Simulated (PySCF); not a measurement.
C₂H₃F, SMILES `FC=C`.

Computed with PySCF, B3LYP/def2-SVPD, geometry: GFN2-xTB. No frequency check shows the geometry to be a minimum.

Cartesian coordinates (Å):

```
F1       1.1495   -0.2251    0.0000
C2      -0.0191    0.4342    0.0000
C3      -1.1733   -0.1949    0.0000
H4       0.1292    1.5046    0.0000
H5      -2.0946    0.3549    0.0000
H6      -1.2257   -1.2691    0.0000
```

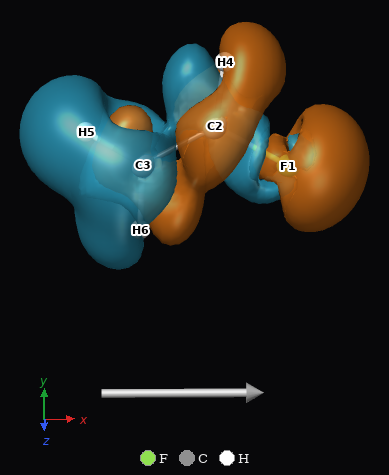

Change of the electron density in a uniform field of 0.21 V/Å along +x (arrow), surfaces at ±0.001 e/Å³ (light blue: gain, orange: loss).

Question: What dipole is induced, and what polarisability does it imply?

Answer: The induced dipole is 0.35 D (along the field); α along this axis, from the fields in both directions, is 34 bohr³ (5.0 Å³).

Question: Which atoms gain and lose the most charge?

Answer: Electrons gather most on C3 (Hirshfeld charge changes by −0.009 e) and leave F1 most (+0.011 e); 0.034 electrons are displaced in all.

Cost of the run: 15 s on 1 thread of Intel(R) Xeon(R) Platinum 8259CL CPU @ 2.50GHz (Skylake/Cascade Lake), on a shared host, peak memory 0.38 GiB.
